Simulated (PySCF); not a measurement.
# MoO2F2: single-point calculation

MoO2F2, multiplicity 3, computed with PBE/def2-SVP, UKS, core potentials def2-svp (PySCF 2.14.0).

The geometry is that of the parent species in another charge or spin state. The geometry comes from this level: PBE0-D4/def2-TZVP.

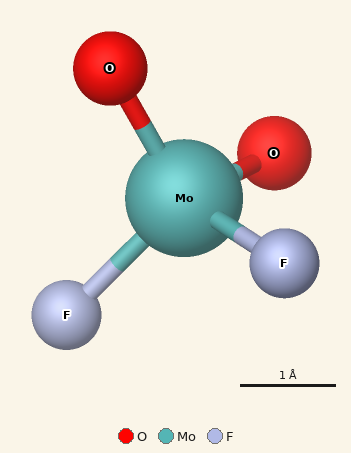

Figure 1. The input geometry (ball-and-stick view, seen at a tilt). Sticks mark near contacts. Bond lengths as drawn: F–Mo 1.84 Å and Mo–O 1.66 Å.

Input file (input.py)
```python
from pyscf import gto, dft

mol = gto.M(
    atom='''
O    0.625000  -1.039600   1.161700
Mo   0.005300  -0.015800   0.007500
O   -1.179200   0.880400   0.754700
F   -0.730300  -0.996600  -1.358700
F    1.328900   1.097900  -0.606700
''',
    basis='def2-svp',
    verbose=4,
    ecp={'Mo': 'def2-svp'},
    spin=2,
    max_memory=1860,
)

calc0 = dft.UKS(mol, xc='pbe')
calc0.grids.level = 5
calc0.conv_tol = 1e-10
calc0.kernel()
if not calc0.converged:
    calc0 = calc0.newton().run(calc0.mo_coeff, calc0.mo_occ)

etot = calc0.e_tot
print('E = %.10f Eh' % etot)
```

Hardware: 1 thread of Arm Neoverse V1, 24 GiB of memory available, shared host.

Run as:
```bash
OMP_NUM_THREADS=1 python input.py
```

Output
```
PySCF version 2.14.0

[INPUT] num. atoms = 5
[INPUT] num. electrons = 48
[INPUT] charge = 0
[INPUT] spin (= nelec alpha-beta = 2S) = 2
[INPUT] symmetry False subgroup None
[INPUT] Mole.unit = angstrom
[INPUT] Symbol           X                Y                Z      unit          X                Y                Z       unit  Magmom
[INPUT]  1 O      0.625000000000  -1.039600000000   1.161700000000 AA    1.181078827853  -1.964559279098   2.195294838907 Bohr   0.0
[INPUT]  2 Mo     0.005300000000  -0.015800000000   0.007500000000 AA    0.010015548460  -0.029857672768   0.014172945934 Bohr   0.0
[INPUT]  3 O     -1.179200000000   0.880400000000   0.754700000000 AA   -2.228365046087   1.663714880067   1.426176306209 Bohr   0.0
[INPUT]  4 F     -0.730300000000  -0.996600000000  -1.358700000000 AA   -1.380066988770  -1.883301055742  -2.567570885447 Bohr   0.0
[INPUT]  5 F      1.328900000000   1.097900000000  -0.606700000000 AA    2.511257046935   2.074730312160  -1.146496839774 Bohr   0.0

nuclear repulsion = 224.030300269716
number of shells = 35
number of NR pGTOs = 153
number of NR cGTOs = 87
basis = def2-svp
ecp = {'Mo': 'def2-svp'}

******** <class 'pyscf.dft.uks.UKS'> ********
method = UKS
initial guess = minao
damping factor = 0
level_shift factor = 0
DIIS = <class 'pyscf.scf.diis.CDIIS'>
diis_start_cycle = 1
diis_space = 8
diis_damp = 0
SCF conv_tol = 1e-10
SCF conv_tol_grad = None
SCF max_cycles = 50
direct_scf = True
direct_scf_tol = 1e-13
number electrons alpha = 25  beta = 23
XC library pyscf.dft.libxc version 7.0.0
    S. Lehtola, C. Steigemann, M. J.T. Oliveira, and M. A.L. Marques.,  SoftwareX 7, 1–5 (2018)
XC functionals = pbe
    J. P. Perdew, K. Burke, and M. Ernzerhof.,  Phys. Rev. Lett. 77, 3865 (1996)
    J. P. Perdew, K. Burke, and M. Ernzerhof.,  Phys. Rev. Lett. 78, 1396 (1997)
    J. P. Perdew, K. Burke, and M. Ernzerhof.,  Phys. Rev. Lett. 77, 3865 (1996)
    J. P. Perdew, K. Burke, and M. Ernzerhof.,  Phys. Rev. Lett. 78, 1396 (1997)
radial grids:
    Treutler-Ahlrichs [JCP 102, 346 (1995); DOI:10.1063/1.469408] (M4) radial grids

becke partition: Becke, JCP 88, 2547 (1988); DOI:10.1063/1.454033
pruning grids: <function nwchem_prune>
grids dens level: 5
symmetrized grids: False
atomic radii adjust function: <function treutler_atomic_radii_adjust>
small_rho_cutoff = 0
Set gradient conv threshold to 1e-05
tot grids = 221584
init E= -410.566396413592
  alpha nocc = 25  HOMO = -0.358592945895567  LUMO = -0.354946059821203
  beta  nocc = 23  HOMO = -0.64199994373867  LUMO = -0.622653018519022

WARN: HOMO -0.358592945895567 >= LUMO -0.622653018519022

cycle= 1 E= -417.503651844646  delta_E= -6.94  |g|= 0.908  |ddm|= 2.39
  alpha nocc = 25  HOMO = -0.130528786686848  LUMO = -0.0936689502269734
  beta  nocc = 23  HOMO = -0.209951178854916  LUMO = -0.180573658401105

WARN: HOMO -0.130528786686848 >= LUMO -0.180573658401105

cycle= 2 E= -414.309152303281  delta_E= 3.19  |g|= 2.99  |ddm|= 2.39
  alpha nocc = 25  HOMO = -0.0592121229146541  LUMO = -0.020431082838279
  beta  nocc = 23  HOMO = -0.29720162681319  LUMO = -0.275625042234378

WARN: HOMO -0.0592121229146541 >= LUMO -0.275625042234378

cycle= 3 E= -417.753662799824  delta_E= -3.44  |g|= 0.336  |ddm|= 2.09
  alpha nocc = 25  HOMO = -0.143158015731459  LUMO = -0.0964883255813447
  beta  nocc = 23  HOMO = -0.333849862487703  LUMO = -0.293643883571306

WARN: HOMO -0.143158015731459 >= LUMO -0.293643883571306

cycle= 4 E= -417.777622811857  delta_E= -0.024  |g|= 0.267  |ddm|= 0.471
  alpha nocc = 25  HOMO = -0.146322067924192  LUMO = -0.0975472739775114
  beta  nocc = 23  HOMO = -0.346794443387335  LUMO = -0.319979645542791

WARN: HOMO -0.146322067924192 >= LUMO -0.319979645542791

cycle= 5 E= -417.800421328427  delta_E= -0.0228  |g|= 0.116  |ddm|= 0.261
  alpha nocc = 25  HOMO = -0.134983144643621  LUMO = -0.0867643348211281
  beta  nocc = 23  HOMO = -0.338869659637616  LUMO = -0.305091416762988

WARN: HOMO -0.134983144643621 >= LUMO -0.305091416762988

cycle= 6 E= -417.806149494599  delta_E= -0.00573  |g|= 0.0148  |ddm|= 0.106
  alpha nocc = 25  HOMO = -0.134267326658352  LUMO = -0.085972180192325
  beta  nocc = 23  HOMO = -0.33880945587279  LUMO = -0.305099249834285

WARN: HOMO -0.134267326658352 >= LUMO -0.305099249834285

cycle= 7 E= -417.805908675657  delta_E= 0.000241  |g|= 0.0277  |ddm|= 0.0261
  alpha nocc = 25  HOMO = -0.133959763492749  LUMO = -0.085618777756018
  beta  nocc = 23  HOMO = -0.338840426285101  LUMO = -0.305147756857753

WARN: HOMO -0.133959763492749 >= LUMO -0.305147756857753

cycle= 8 E= -417.806243496421  delta_E= -0.000335  |g|= 0.00201  |ddm|= 0.0214
  alpha nocc = 25  HOMO = -0.133927715200883  LUMO = -0.0855562496173157
  beta  nocc = 23  HOMO = -0.338840599139647  LUMO = -0.305045427323098

WARN: HOMO -0.133927715200883 >= LUMO -0.305045427323098

cycle= 9 E= -417.806245142972  delta_E= -1.65e-06  |g|= 0.000447  |ddm|= 0.002
  alpha nocc = 25  HOMO = -0.133946919761684  LUMO = -0.0855916687574911
  beta  nocc = 23  HOMO = -0.338832008358955  LUMO = -0.304985398894562

WARN: HOMO -0.133946919761684 >= LUMO -0.304985398894562

cycle= 10 E= -417.806245233977  delta_E= -9.1e-08  |g|= 0.000154  |ddm|= 0.000571
  alpha nocc = 25  HOMO = -0.133943959648419  LUMO = -0.0855926906522377
  beta  nocc = 23  HOMO = -0.338826396012033  LUMO = -0.304976671459556

WARN: HOMO -0.133943959648419 >= LUMO -0.304976671459556

cycle= 11 E= -417.806245229537  delta_E= 4.44e-09  |g|= 0.000206  |ddm|= 0.000252
  alpha nocc = 25  HOMO = -0.133936711587093  LUMO = -0.0855872205987254
  beta  nocc = 23  HOMO = -0.338822549664938  LUMO = -0.304973066354101

WARN: HOMO -0.133936711587093 >= LUMO -0.304973066354101

cycle= 12 E= -417.806245245725  delta_E= -1.62e-08  |g|= 2.72e-05  |ddm|= 0.000166
  alpha nocc = 25  HOMO = -0.133939917259944  LUMO = -0.0855922635632389
  beta  nocc = 23  HOMO = -0.338825034082769  LUMO = -0.304973566238793

WARN: HOMO -0.133939917259944 >= LUMO -0.304973566238793

cycle= 13 E= -417.806245246153  delta_E= -4.27e-10  |g|= 6.44e-06  |ddm|= 3.95e-05
  alpha nocc = 25  HOMO = -0.133938328436287  LUMO = -0.0855910789090899
  beta  nocc = 23  HOMO = -0.338823699596282  LUMO = -0.304971886998889

WARN: HOMO -0.133938328436287 >= LUMO -0.304971886998889

cycle= 14 E= -417.806245246172  delta_E= -1.94e-11  |g|= 1.98e-06  |ddm|= 9.12e-06
  alpha nocc = 25  HOMO = -0.13393848282165  LUMO = -0.0855913007272449
  beta  nocc = 23  HOMO = -0.338823828071173  LUMO = -0.304971854724744
```

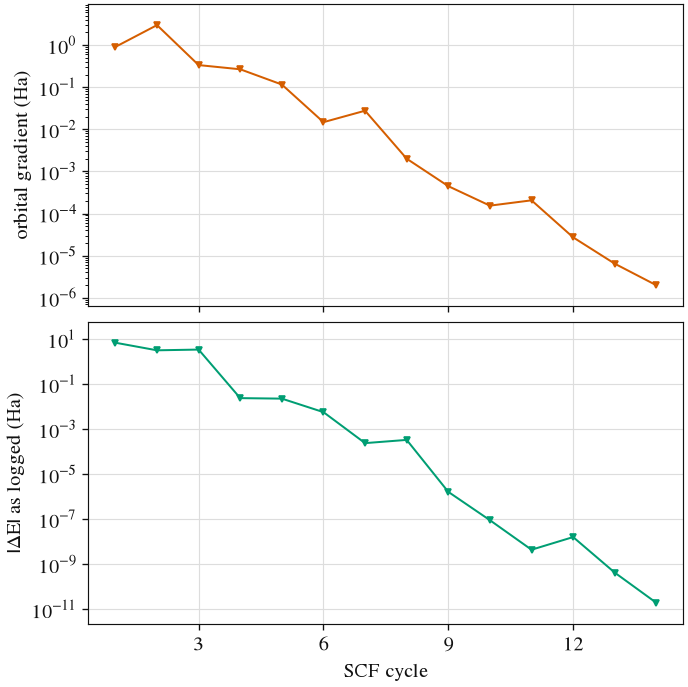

Figure 2. Convergence of the self-consistent field: orbital gradient and size of the energy change against the SCF cycle. The residual comes down, with one marked jump up, by a factor of about 3, at step 2.

```
WARN: HOMO -0.13393848282165 >= LUMO -0.304971854724744

Extra cycle  E= -417.806245246162  delta_E= 1e-11  |g|= 5.09e-06  |ddm|= 5.3e-06
converged SCF energy = -417.806245246162  <S^2> = 2.0061647  2S+1 = 3.004107
E = -417.8062452462 Eh
```

Key numbers

- outcome: converged
- total energy: −417.806245 hartree
- basis functions: 87
- ⟨S²⟩: 2.006
- dipole moment: 0.44 D
- wall time: 36 s
- peak memory: 0.46 GiB

The record of the run, not the program, notes: logged alpha LUMO and gap are faulty.
